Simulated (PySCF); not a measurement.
**CoFOH: relaxation and vibrations of the doublet**

Aim: relax CoFOH as a doublet from a linear start, check by its vibrations whether the end is a minimum, and collect its spectrum and constants.

The runs use PySCF 2.14.0; PBE0, basis Co def2-TZVP, F def2-TZVP, O def2-TZVP, H def2-TZVP, no relativity, density fitting.

## 1. The starting structure

4 atoms, charge 0, spin multiplicity 2.

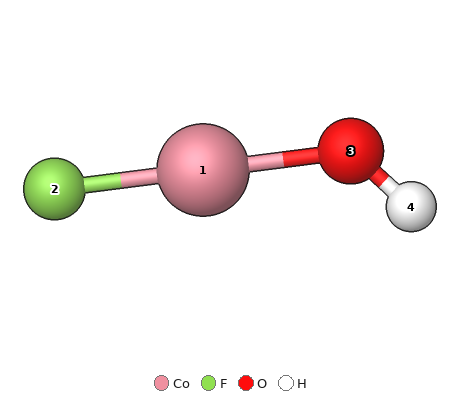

Start geometry, drawn with cobalt pink, fluorine green, oxygen red, hydrogen white; atoms are numbered from 1 in the order of the file.

Coordinates in bohr (charge 0 multiplicity 2):
```
Co    0.0000    0.0000    0.0000
F     0.0000    0.0000    3.3070
O     0.0000    0.0000   -3.2881
H     1.3897    0.0000   -4.4543
```

## 2. First SCF at the start

The steps below are one call of a driver around PySCF. For each, scf.py gives the equivalent set-up of the SCF; relaxations use the driver's own optimiser. After this first run the driver tries any further starts and a stability analysis.

File scf.py:

```python
from pyscf import gto, scf, dft
mol = gto.M(atom='''
Co     0.000000     0.000000     0.000000
F      0.000000     0.000000     1.750000
O      0.000000     0.000000    -1.740000
H      0.735400     0.000000    -2.357100''',
    basis={'Co': 'def2-TZVP', 'F': 'def2-TZVP', 'O': 'def2-TZVP', 'H': 'def2-TZVP'},
    charge=0, spin=1)
mf = dft.UKS(mol, xc='PBE0')
mf.grids.atom_grid = (50, 194)
aux = {'Co': 'def2-universal-JKFIT', 'F': 'def2-universal-JKFIT', 'O': 'def2-universal-JKFIT', 'H': 'def2-universal-JKFIT'}
mf = mf.density_fit(auxbasis=aux)
mf.conv_tol = 1e-08
mf.diis_space = 10
mf.max_cycle = 60
mf.init_guess = 'minao'
mf.verbose = 4
mf.kernel()
```

On the command line:

```console
OMP_NUM_THREADS=4 python axn.py task.json out
```

Standard output (excerpt; [...] marks lines left out):

```text
[... the frontier levels of the middle cycles are left out ...]
init E= -1557.11056003319
[... the frontier-level lines of each cycle are left out ...]
cycle= 1 E= -1540.43581564566  delta_E= 16.7  |g|= 5.69  |ddm|= 7.54
cycle= 2 E= -1480.37371022859  delta_E= 60.1  |g|= 14.1  |ddm|= 13.1
cycle= 3 E= -1535.57277802755  delta_E= -55.2  |g|= 9.18  |ddm|= 7.71
cycle= 4 E= -1535.2904894599  delta_E= 0.282  |g|= 7.89  |ddm|= 2.88
cycle= 5 E= -1538.98630542293  delta_E= -3.7  |g|= 7.29  |ddm|= 3.33
cycle= 6 E= -1548.75512783818  delta_E= -9.77  |g|= 5.98  |ddm|= 4.05
cycle= 7 E= -1548.4905147896  delta_E= 0.265  |g|= 5.56  |ddm|= 1.56
cycle= 8 E= -1552.23255849734  delta_E= -3.74  |g|= 4.74  |ddm|=  1.3
cycle= 9 E= -1553.23831842673  delta_E= -1.01  |g|= 4.28  |ddm|= 0.682
cycle= 10 E= -1554.50832400448  delta_E= -1.27  |g|= 3.53  |ddm|= 0.401
cycle= 11 E= -1557.34174651635  delta_E= -2.83  |g|= 1.72  |ddm|= 1.04
cycle= 12 E= -1556.75166705598  delta_E= 0.59  |g|= 2.36  |ddm|= 1.49
cycle= 13 E= -1558.08577915014  delta_E= -1.33  |g|= 0.128  |ddm|= 1.07
cycle= 14 E= -1558.09791542088  delta_E= -0.0121  |g|= 0.0324  |ddm|= 0.168
[... 23 cycles left out ...]
cycle= 38 E= -1558.09891579257  delta_E= 3.15e-06  |g|= 0.00108  |ddm|= 0.00468
cycle= 39 E= -1558.09892609062  delta_E= -1.03e-05  |g|= 0.00104  |ddm|= 0.0102
cycle= 40 E= -1558.09892725266  delta_E= -1.16e-06  |g|= 0.00102  |ddm|= 0.00194
cycle= 41 E= -1558.09892734395  delta_E= -9.13e-08  |g|= 0.000971  |ddm|= 0.00288
cycle= 42 E= -1558.09893885766  delta_E= -1.15e-05  |g|= 0.000664  |ddm|= 0.0225
cycle= 43 E= -1558.09894097729  delta_E= -2.12e-06  |g|= 0.000582  |ddm|= 0.0139
cycle= 44 E= -1558.0989410769  delta_E= -9.96e-08  |g|= 0.000631  |ddm|= 0.00506
cycle= 45 E= -1558.09894133153  delta_E= -2.55e-07  |g|= 0.000671  |ddm|= 0.00159
cycle= 46 E= -1558.09894244574  delta_E= -1.11e-06  |g|= 0.000674  |ddm|= 0.00458
cycle= 47 E= -1558.09893997142  delta_E= 2.47e-06  |g|= 0.000396  |ddm|= 0.0195
cycle= 48 E= -1558.09894106484  delta_E= -1.09e-06  |g|= 0.000402  |ddm|= 0.00294
cycle= 49 E= -1558.09893801428  delta_E= 3.05e-06  |g|= 0.000276  |ddm|= 0.0116
cycle= 50 E= -1558.09893810681  delta_E= -9.25e-08  |g|= 9.38e-05  |ddm|= 0.00187
cycle= 51 E= -1558.09893810331  delta_E= 3.5e-09  |g|= 3.62e-05  |ddm|= 0.00065
Extra cycle  E= -1558.09893810571  delta_E= -2.4e-09  |g|= 6.45e-05  |ddm|= 8.71e-05
converged SCF energy = -1558.09893810571  <S^2> = 0.78875855  2S+1 = 2.0383901
```

This step, with its further starts and checks, ran for 26 s (4 threads of Arm Neoverse V1, shared host).

Energies from each starting density:

```
                      start   energy (Eh)
    the minimal-basis guess  -1558.098938
a thermally smeared density  -1558.129257
      a smeared PBE density  -1558.129908
```

The first run landed in a state that is too high. Following the other starts and the instabilities gains 81.3 kJ/mol (-1558.12991 Eh), and the work goes on from there.

## 3. Relaxing the doublet from the linear start

The program finds Cs symmetry in the start, which this walk keeps. The walk stops when the largest gradient is under 0.0003 Eh/bohr and the energy has settled too.

Changes to scf.py since step 2:

```diff
@@ -3,4 +3,4 @@
-Co     0.000000     0.000000     0.000000
-F      0.000000     0.000000     1.750000
-O      0.000000     0.000000    -1.740000
-H      0.735400     0.000000    -2.357100''',
+Co    -0.007807     0.000000    -0.032027
+F     -0.007807     0.000000     1.717973
+O     -0.007807     0.000000    -1.772027
+H      0.727593     0.000000    -2.389127''',
@@ -16 +15,0 @@
-mf.init_guess = 'minao'
```

The optimiser's trace:

```csv
step,energy (Eh),change (kJ/mol),largest symmetric gradient (Eh/bohr)
0,-1558.129908,0.00,0.01521
1,-1558.130561,-1.71,0.00193
2,-1558.130578,-1.76,0.00040
3,-1558.130579,-1.76,0.00020
```

The walk took 8.2 s.

Positions (Å) and forces (eV/Å) along the way:

```
step 0
Co  -0.008   0.000  -0.032   0.043   0.000   0.262
F   -0.008   0.000   1.718  -0.010   0.000  -0.782
O   -0.008   0.000  -1.772   0.092   0.000   0.359
H    0.728   0.000  -2.389  -0.125   0.000   0.162
step 1
Co  -0.005   0.000  -0.032   0.023   0.000  -0.016
F   -0.007   0.000   1.689  -0.009   0.000  -0.099
O   -0.008   0.000  -1.758   0.005   0.000   0.078
H    0.724   0.000  -2.374  -0.020   0.000   0.037
step 2
Co  -0.003   0.000  -0.033   0.014   0.000  -0.021
F   -0.007   0.000   1.684  -0.006   0.000   0.016
O   -0.009   0.000  -1.755  -0.010   0.000  -0.003
H    0.723   0.000  -2.371   0.003   0.000   0.008
step 3
Co  -0.003   0.000  -0.033   0.010   0.000  -0.004
F   -0.007   0.000   1.684  -0.005   0.000   0.004
O   -0.009   0.000  -1.755  -0.009   0.000  -0.005
H    0.723   0.000  -2.371   0.004   0.000   0.005
```

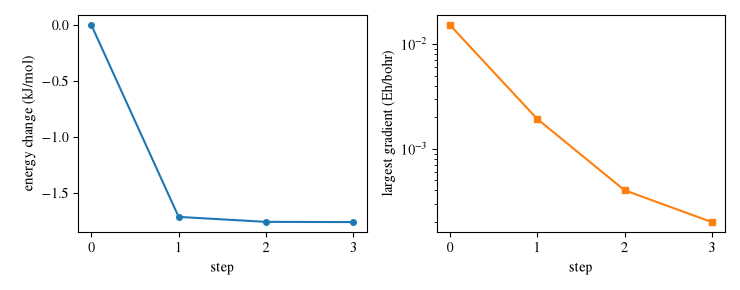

Energy and largest gradient along the walk.

After 3 steps and 1.8 kJ/mol it ends at Cs: Co–F 1.718 Å, Co–O 1.722 Å, O–H 0.956 Å; Co–O–H 129.9°, F–Co–O 179.6°.

## 4. Vibrations and properties at this point

The point is checked on the finer grid, and tightened if its gradient asks for it. The Hessian and the dipole derivatives come from central differences of analytic gradients, with steps of 0.02 bohr.

Changes to scf.py since step 3:

```diff
@@ -3,4 +3,4 @@
-Co    -0.007807     0.000000    -0.032027
-F     -0.007807     0.000000     1.717973
-O     -0.007807     0.000000    -1.772027
-H      0.727593     0.000000    -2.389127''',
+Co    -0.003049     0.000000    -0.029295
+F     -0.011407     0.000000     1.688682
+O     -0.013562     0.000000    -1.751259
+H      0.720014     0.000000    -2.364839''',
@@ -10 +10 @@
-mf.grids.atom_grid = (50, 194)
+mf.grids.atom_grid = (75, 302)
@@ -13 +13 @@
-mf.conv_tol = 1e-08
+mf.conv_tol = 1e-10
```

This SCF starts from the last density.

SCF at the final geometry:

```text
init E= -1558.13046572167
[... the frontier-level lines of each cycle are left out ...]
cycle= 1 E= -1558.1304657217  delta_E= -3.48e-11  |g|= 3.01e-06  |ddm|= 8e-06
Extra cycle  E= -1558.13046572174  delta_E= -4.23e-11  |g|= 3.97e-06  |ddm|= 7.99e-06
converged SCF energy = -1558.13046572174  <S^2> = 1.7422912  2S+1 = 2.8229709
```

The whole step took 2.3 min.

Geometry: Cs; Co–F 1.718 Å, Co–O 1.722 Å, O–H 0.956 Å; Co–O–H 129.6°, F–Co–O 179.4°.

Harmonic modes (main isotopes):

```
symmetry  ω (cm⁻¹)  IR (km/mol)  μ (u)
      a'       161         16.4   8.81
     a''       165         37.1  21.81
      a'       503          168   1.23
      a'       648         21.0   9.91
      a'       796          218  11.30
      a'      3945          138   1.07
```

μ is the mass of the mode for normalised Cartesian displacements, not the reduced mass of the usual diatomic formula.

All wavenumbers are real: a minimum.

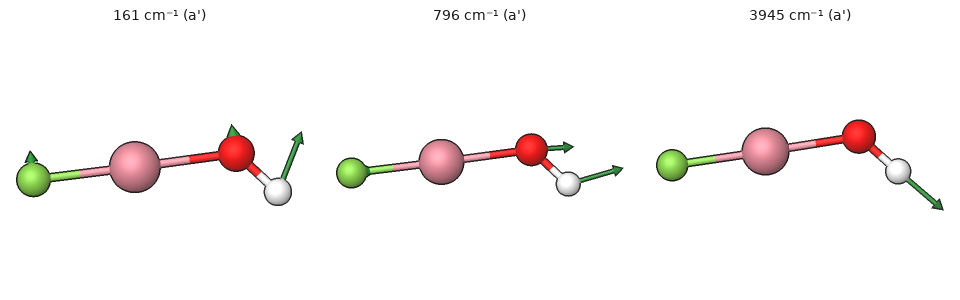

How the atoms move in 3 of the modes.

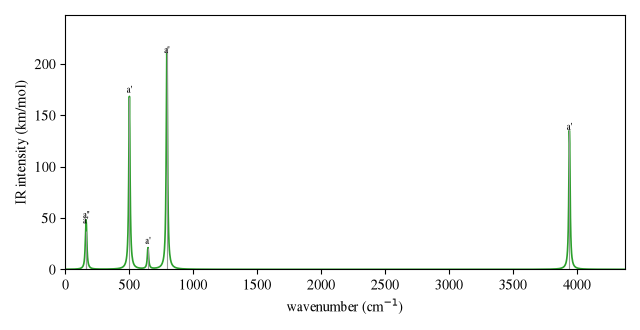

The harmonic infrared spectrum (widths in cm⁻¹). Lines are broadened to a width of 12 cm⁻¹ (Lorentzian).

Constants and moments:

```yaml
Dipole_moment: 2.30 D
Highest_occupied_level: -8.25 eV
Lowest_empty_level: -4.07 eV
Rotational_constants: 33.6, 0.1547, 0.154 cm⁻¹
Zero-point_energy: 37.2 kJ/mol
Principal_polarisabilities: 17.5, 18.5, 38.7 bohr³
Atomisation_energy_without_zero-point_energy: 1175 kJ/mol
Principal_traceless_quadrupole_moments_about_the_centre_of_mass: -8.53, 2.34, 6.19 D Å
Entropy_at_298.15_K_and_1_bar_electronic_part_spin_only: 282.3 J/(mol K)
Heat_capacity_Cp_at_298.15_K: 60.9 J/(mol K)
Enthalpy_at_298.15_K_above_0_K: 14.33 kJ/mol
Rotational_symmetry_number: 1
Spin_squared_⟨S²⟩: 1.742
```

Populations by atom (charges in e):

```json
{"atom": "Co1", "Mulliken": "0.88", "Löwdin": "0.46", "polar tensor": "1.31", "spin (Mulliken)": "0.80", "Mayer order to Co1": "–"}
{"atom": "F2", "Mulliken": "-0.50", "Löwdin": "-0.30", "polar tensor": "-0.73", "spin (Mulliken)": "0.08", "Mayer order to Co1": "0.85"}
{"atom": "O3", "Mulliken": "-0.71", "Löwdin": "-0.33", "polar tensor": "-0.91", "spin (Mulliken)": "0.12", "Mayer order to Co1": "1.02"}
{"atom": "H4", "Mulliken": "0.33", "Löwdin": "0.16", "polar tensor": "0.32", "spin (Mulliken)": "0.01", "Mayer order to Co1": "0.02"}
```

Outer orbital energies (eV). α occupied: -12.49, -12.01, -10.55, -10.40, -9.17, -8.98, -8.96, -8.63; empty: -4.07, 0.22, 2.03, 2.90. β occupied: -12.34, -10.94, -10.90, -10.03, -9.34, -8.61, -8.26, -8.25; empty: -2.60, -2.53, -0.40, 1.94.

Mulliken populations on Co1: s 6.39, p 12.22, d 7.51, f 0.00.

## 5. Results

```
                                          quantity                                                                  value
                                           minimum                                         broken-symmetry (Ms = 1/2), Cs
                                          geometry  Co–F 1.718 Å, Co–O 1.722 Å, O–H 0.956 Å; Co–O–H 129.6°, F–Co–O 179.4°
                                wavenumbers (cm⁻¹)           161 (a'), 165 (a''), 503 (a'), 648 (a'), 796 (a'), 3945 (a')
                                     dipole moment                                                                 2.30 D
highest occupied, lowest empty level (either spin)                                                        -8.25, -4.07 eV
                        polar-tensor charge of Co1                                                                +1.31 e
                                 zero-point energy                                                            37.2 kJ/mol
                               entropy at 298.15 K                                                        282.3 J/(mol K)
         atomisation energy (no zero-point energy)                                                            1175 kJ/mol
                                              ⟨S²⟩                                                                  1.742
```

What this shows: The linear start keeps its Cs symmetry and ends in a minimum. The determinant is spin-contaminated (⟨S²⟩ = 1.74 against 0.75), so it is no pure spin state. In the infrared the band at 796 cm⁻¹ (a') leads. The first SCF alone would have been 81 kJ/mol too high. Only this shape and spin were tried, so other structures or states may lie lower. Open d and f shells are described by one determinant, and the ground state may have another occupation or spin.

The search up to here took 2.9 min.
